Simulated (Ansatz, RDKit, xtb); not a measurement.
# CH7GeNOSi: ranking a sample of isomers, part 2 of 2

Which of a sample of isomers of CH7GeNOSi is the most stable in the gas at 298.15 K, and what are its properties? The sample is small against all isomers, and the most stable one of this formula need not be in it.

xtb, Ansatz and PySCF; isolated molecules. Earlier steps stand in the parts before.

### Step 7. Vibrations and thermal terms

The lowest few in one piece go on as finalists. In this search the thermal terms come from GFN2-xTB at its own nearest minimum. The first, c340b:

start.xyz reads:

```xyz
12
c340b
C      0.766007     1.126979    -1.532774
Ge     2.614817     1.047014    -0.738847
N      0.979341    -0.303389     1.707686
O     -0.206353     0.716024    -0.950856
Si     2.503723    -0.618623     0.958694
H      0.209059    -0.082970     1.079133
H      0.671810    -0.840478     2.510900
H      2.692555    -1.955326     0.295245
H      3.611406    -0.477934     1.952851
H      2.889292     2.465447    -0.197370
H      3.604173     0.788678    -1.894133
H      0.646534     1.583302    -2.554081
```

Command:

```sh
xtb start.xyz --gfn 2 --ohess tight
```

Output, shortened:

```text
* xtb version 6.7.1
[...]
          :  # basis functions                  39          :
[...]
          :  # electrons                        30          :
[...]
          :  Hamiltonian                  GFN2-xTB          :
[...]
          :  net charge                          0          :
          :  unpaired electrons                  0          :
[...]
   *** convergence criteria satisfied after 14 iterations ***
[...]
   *** GEOMETRY OPTIMIZATION CONVERGED AFTER 22 ITERATIONS ***
[...]
   *** convergence criteria satisfied after 3 iterations ***
[...]
         ::                     SUMMARY                     ::
         :::::::::::::::::::::::::::::::::::::::::::::::::::::
         :: total energy             -16.329453119100 Eh    ::
         :: gradient norm              0.000215349064 Eh/a0 ::
         :: HOMO-LUMO gap              2.574083986738 eV    ::
         ::.................................................::
         :: SCC energy               -16.475933205889 Eh    ::
         :: -> isotropic ES            0.039543205108 Eh    ::
         :: -> anisotropic ES          0.001881576584 Eh    ::
         :: -> anisotropic XC          0.003017839026 Eh    ::
         :: -> dispersion             -0.007902710473 Eh    ::
         :: repulsion energy           0.146480086789 Eh    ::
         :: add. restraining           0.000000000000 Eh    ::
         :: total charge               0.000000000000 e     ::
         :::::::::::::::::::::::::::::::::::::::::::::::::::::
[...]
        15        2.0000           -0.3704318             -10.0800 (HOMO)
        16                         -0.2758361              -7.5059 (LUMO)
[...]
molecular dipole:
                 x           y           z       tot (Debye)
 q only:        0.663      -0.487       0.633
   full:        0.312      -0.427       0.361       1.628
molecular quadrupole (traceless):
[...]
          | TOTAL ENERGY              -16.329453119102 Eh   |
          | TOTAL ENTHALPY            -16.246303950054 Eh   |
          | TOTAL FREE ENERGY         -16.290733110276 Eh   |
          | GRADIENT NORM               0.000215320808 Eh/α |
[...]
```

Wall time 0.27 s (2 threads of Intel Xeon 6975P-C (Granite Rapids), shared host).

### Step 8. Thermal terms of the finalists

As xtb prints them, at 298.15 K, with its own treatment of low modes:

```
label                      SMILES     spin  lowest mode (cm⁻¹)  zero-point (kcal/mol)  G − E (kcal/mol)
c340b         N[SiH2][GeH2][CH]=O  singlet                  52                   45.8              24.3
c816a         N[Si@@H]([GeH3])C=O  singlet                  79                   46.1              24.5
c952d        [NH2][GeH2][SiH2]C=O  singlet                  43                   45.7              24.3
c978b  [NH2][Ge@@H]([SiH3])[CH]=O  singlet                   7                   44.9              22.5
```

### Step 9. Energies at the top level

Each finalist gets a single point at CCSD(T)/def2-SVP + MP2/def2-TZVPP - MP2/def2-SVP.

c340b, CCSD(T)/def2-SVP:

input.yaml reads:

```yaml
crystal:
  periodic: [false, false, false]
  atoms:
    - {symbol: C, position_ang: [0.766007, 1.126979, -1.532774]}
    - {symbol: Ge, position_ang: [2.614817, 1.047014, -0.738847]}
    - {symbol: "N", position_ang: [0.979341, -0.303389, 1.707686]}
    - {symbol: O, position_ang: [-0.206353, 0.716024, -0.950856]}
    - {symbol: Si, position_ang: [2.503723, -0.618623, 0.958694]}
    - {symbol: H, position_ang: [0.209059, -0.082970, 1.079133]}
    - {symbol: H, position_ang: [0.671810, -0.840478, 2.510900]}
    - {symbol: H, position_ang: [2.692555, -1.955326, 0.295245]}
    - {symbol: H, position_ang: [3.611406, -0.477934, 1.952851]}
    - {symbol: H, position_ang: [2.889292, 2.465447, -0.197370]}
    - {symbol: H, position_ang: [3.604173, 0.788678, -1.894133]}
    - {symbol: H, position_ang: [0.646534, 1.583302, -2.554081]}
basis:
  gaussian: {orbitals: def2-SVP}
correlation: {method: ccsd_t, frozen_orbitals: {H: 0, O: 1, Si: 5, "N": 1, C: 1, Ge: 9}}
```

Command:

```sh
ansatz run input.yaml --threads 2 --pin off --max-ram 5220MiB --events-out events.jsonl --progress --plain --runs-dir runs
```

Output, shortened:

```text
Warning: RAYON_NUM_THREADS=2 ignored (pool sized by the plan → 2); use --threads N
Functional definition: HF
  name "HF"
[...]
1261 factors; integrals over basis functions are off by at most 1.4e-3 eV
[...]
mean field -68982.65756355 eV, -2535.0659073358 hartree, gradient 9.7e-6 eV, S^2 0.000000; 0 other end points of the search recorded, 0 dependent functions left out
17 core orbitals not correlated: weight in the atoms' cores, before any rotation towards them, 1.000 or more for the frozen orbitals, at most 0.000 for the correlated occupied ones
reference -68982.65756355 eV, -2535.0659073358 hartree; 20, 20 occupied and 90, 90 virtual orbitals, 1261 factors
second order -22.11100935 eV of doubles, -0.00000000 eV of singles
cycle   1  -22.44562325 eV  change   -3.3e-1 eV  update   1.3e-1
[...]
cycle   9  -23.32934121 eV  change   -2.8e-5 eV  update   4.8e-5
perturbative correction -0.71520194 eV, -0.0262831866 hartree
Total energy: -69006.70210670 eV, -2535.9495279986 hartree
```

Wall time 9.9 s (2 threads of Intel Xeon 6975P-C (Granite Rapids), shared host); peak memory 0.82 GiB.

### Step 10. c340b at MP2/def2-TZVPP

Changes to input.yaml since step 9:

```diff
@@ -16,3 +16,6 @@
 basis:
-  gaussian: {orbitals: def2-SVP}
-correlation: {method: ccsd_t, frozen_orbitals: {H: 0, O: 1, Si: 5, "N": 1, C: 1, Ge: 9}}
+  gaussian:
+    orbitals: def2-TZVPP
+correlation:
+  method: mp2
+  frozen_orbitals: {H: 0, O: 1, Si: 5, "N": 1, C: 1, Ge: 9}
```

Command:

```sh
ansatz run input.yaml --threads 2 --pin off --max-ram 5220MiB --events-out events.jsonl --progress --plain --runs-dir runs
```

Output:

```text
Warning: RAYON_NUM_THREADS=2 ignored (pool sized by the plan → 2); use --threads N
[... 2 set-up lines as earlier in the session ...]
  exchange = exact_x
  correlation = 0
1687 factors; integrals over basis functions are off by at most 9.5e-4 eV
mean field evaluation 1: about -68992.9528 eV, gradient 4.7e1 eV
mean field evaluation 2: about -68993.1990 eV, gradient 4.7e1 eV
mean field evaluation 4: about -68998.2013 eV, gradient 5.1e0 eV
mean field evaluation 8: about -68998.3084 eV, gradient 5.0e-1 eV
mean field evaluation 16: about -68998.3103 eV, gradient 2.0e-6 eV
mean field -68998.31031084 eV, -2535.6411351888 hartree, gradient 2.0e-6 eV, S^2 0.000000; 0 other end points of the search recorded, 0 dependent functions left out
17 core orbitals not correlated: weight in the atoms' cores, before any rotation towards them, 1.000 or more for the frozen orbitals, at most 0.000 for the correlated occupied ones
reference -68998.31031084 eV, -2535.6411351888 hartree; 20, 20 occupied and 244, 244 virtual orbitals, 1687 factors
second order -26.84406359 eV of doubles, -0.00000000 eV of singles
Total energy: -69025.15437443 eV, -2536.6276363301 hartree
```

Wall time 7.2 s (2 threads of Intel Xeon 6975P-C (Granite Rapids), shared host); peak memory 0.8 GiB.

### Step 11. c816a at CCSD(T)/def2-SVP

input.yaml reads:

```yaml
crystal:
  periodic: [false, false, false]
  atoms:
    - symbol: C
      position_ang: [-1.672903, -0.274445, -2.064656]
    - symbol: Ge
      position_ang: [-0.950224, 2.404206, -0.087213]
    - symbol: "N"
      position_ang: [0.854620, 1.194143, -2.858698]
    - symbol: O
      position_ang: [-2.728207, -0.127493, -1.495853]
    - symbol: Si
      position_ang: [-0.088426, 0.684759, -1.501361]
    - symbol: H
      position_ang: [1.848512, 1.005474, -2.898324]
    - symbol: H
      position_ang: [0.609726, 2.014779, -3.399476]
    - symbol: H
      position_ang: [0.759836, -0.289167, -0.743392]
    - symbol: H
      position_ang: [-1.958991, 3.268064, -0.868426]
    - symbol: H
      position_ang: [0.191639, 3.330029, 0.382940]
    - symbol: H
      position_ang: [-1.649150, 1.831778, 1.156956]
    - symbol: H
      position_ang: [-1.599512, -0.984947, -2.937986]
basis:
  gaussian:
    orbitals: def2-SVP
correlation:
  method: ccsd_t
  frozen_orbitals: {H: 0, O: 1, Si: 5, "N": 1, C: 1, Ge: 9}
```

Command:

```sh
ansatz run input.yaml --threads 2 --pin off --max-ram 5220MiB --events-out events.jsonl --progress --plain --runs-dir runs
```

Output, shortened:

```text
Warning: RAYON_NUM_THREADS=2 ignored (pool sized by the plan → 2); use --threads N
[... 2 set-up lines as earlier in the session ...]
[...]
1261 factors; integrals over basis functions are off by at most 1.3e-3 eV
[...]
mean field -68982.70769918 eV, -2535.0677497863 hartree, gradient 8.9e-6 eV, S^2 0.000000; 0 other end points of the search recorded, 0 dependent functions left out
17 core orbitals not correlated: weight in the atoms' cores, before any rotation towards them, 1.000 or more for the frozen orbitals, at most 0.000 for the correlated occupied ones
reference -68982.70769918 eV, -2535.0677497863 hartree; 20, 20 occupied and 90, 90 virtual orbitals, 1261 factors
second order -22.05697187 eV of doubles, -0.00000000 eV of singles
cycle   1  -22.41458536 eV  change   -3.6e-1 eV  update   1.2e-1
[...]
cycle  10  -23.29284275 eV  change    3.0e-5 eV  update   4.2e-5
perturbative correction -0.70447757 eV, -0.0258890733 hartree
Total energy: -69006.70501950 eV, -2535.9496350421 hartree
```

Run time: 9.6 s. Hardware: 2 threads of Intel Xeon 6975P-C (Granite Rapids), shared host; peak memory 0.82 GiB.

### Step 12. Putting it together

Energies in kcal/mol from c340b; G adds the thermal terms to the CCSD(T)/def2-SVP + MP2/def2-TZVPP - MP2/def2-SVP energy. The columns left of the relaxed level are at the tight-binding geometries.

```
label                      SMILES     spin  GFN2-xTB  HF/STO-3G  r2SCAN-D4/def2-SVP  PBE0-D3(BJ)/def2-SVP  HF/def2-SVP  MP2/def2-SVP  CCSD(T)/def2-SVP + MP2/def2-TZVPP - MP2/def2-SVP     G  share at equilibrium     T1
c340b         N[SiH2][GeH2][CH]=O  singlet       0.0        0.0                 0.0                   0.0          0.0           0.0                                               0.0   0.0                64.2 %  0.014
c816a         N[Si@@H]([GeH3])C=O  singlet       4.9       -3.3                 2.0                   0.1         -1.2           0.1                                               0.1   0.3                35.8 %  0.013
c978b  [NH2][Ge@@H]([SiH3])[CH]=O  singlet       9.7        2.3                10.5                  11.0         11.3          10.6                                              10.7   8.9               < 0.1 %  0.014
c952d        [NH2][GeH2][SiH2]C=O  singlet      11.6        0.1                10.8                   9.6          9.5           8.9                                              10.5  10.4               < 0.1 %  0.014
```

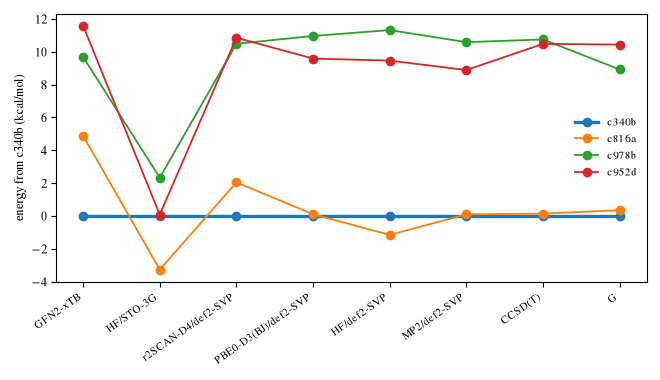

The finalists at each level, measured from c340b.

Lowest found: c340b, `N[SiH2][GeH2][CH]=O`, a singlet. Bond lengths: C1–Ge2 2.014 Å, C1–O4 1.205 Å, Ge2–Si5 2.381 Å, N3–Si5 1.727 Å, N3–H6 1.018 Å, N3–H7 1.014 Å, Si5–H8 1.504 Å, Si5–H9 1.495 Å, Ge2–H10 1.543 Å, Ge2–H11 1.543 Å, C1–H12 1.125 Å. Some angles: C1–Ge2–Si5 105.4°, Ge2–C1–O4 122.5°, Ge2–Si5–N3 102.9°, C1–Ge2–H10 105.4°, C1–Ge2–H11 107.5°, Si5–Ge2–H10 113.7°, Si5–Ge2–H11 116.5°, Ge2–C1–H12 118.1°, O4–C1–H12 119.4°, Ge2–Si5–H8 107.5°.

```xyz
12

C     0.7660    1.1270   -1.5328
Ge    2.6148    1.0470   -0.7388
N     0.9793   -0.3034    1.7077
O    -0.2064    0.7160   -0.9509
Si    2.5037   -0.6186    0.9587
H     0.2091   -0.0830    1.0791
H     0.6718   -0.8405    2.5109
H     2.6926   -1.9553    0.2952
H     3.6114   -0.4779    1.9529
H     2.8893    2.4654   -0.1974
H     3.6042    0.7887   -1.8941
H     0.6465    1.5833   -2.5541
```

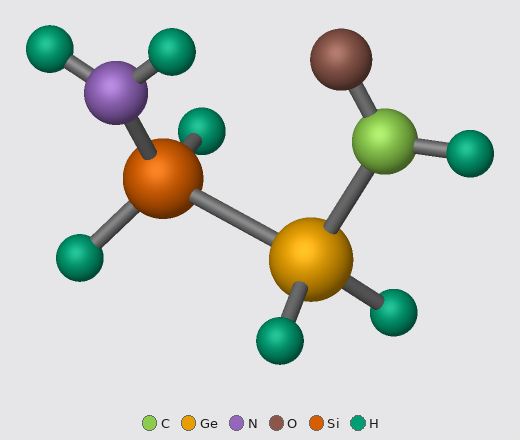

The lowest structure found, seen from a chosen angle (carbon green, germanium amber, nitrogen purple, oxygen brown, silicon orange, hydrogen teal).

### Step 13. Results

This closing draws on all 2 parts.

| quantity | value |
| --- | --- |
| lowest structure found | N[SiH2][GeH2][CH]=O, singlet |
| next finalist | N[Si@@H]([GeH3])C=O, singlet, 0.3 kcal/mol higher in G |
| share at equilibrium, among the finalists | 64.2 % |
| funnel | 13 starts, 11 minima at GFN2-xTB, 10 screening runs, 4 relaxed, 4 ranked |
| CPU time of all runs | 6.9 min |

The lowest structure found is `N[SiH2][GeH2][CH]=O`. Its margin of 0.3 kcal/mol is inside the likely error of CCSD(T)/def2-SVP + MP2/def2-TZVPP - MP2/def2-SVP with harmonic terms (about 1.5 kcal/mol), so the order of the first two is not settled. GFN2-xTB, r2SCAN-D4/def2-SVP, PBE0-D3(BJ)/def2-SVP and MP2/def2-SVP already put its bonding pattern lowest among the structures in one piece; HF/STO-3G and HF/def2-SVP favour the singlet N[Si@@H]([GeH3])C=O. The largest share of the time went into the relaxations (61 %). 3 minima inside the window were never screened. The search is not exhaustive (a finite list of starts, one conformer a finalist), so a lower isomer can't be ruled out. Only 4 drawn patterns were tried, so whole families of isomers are missing, and the result ranks this sample alone.
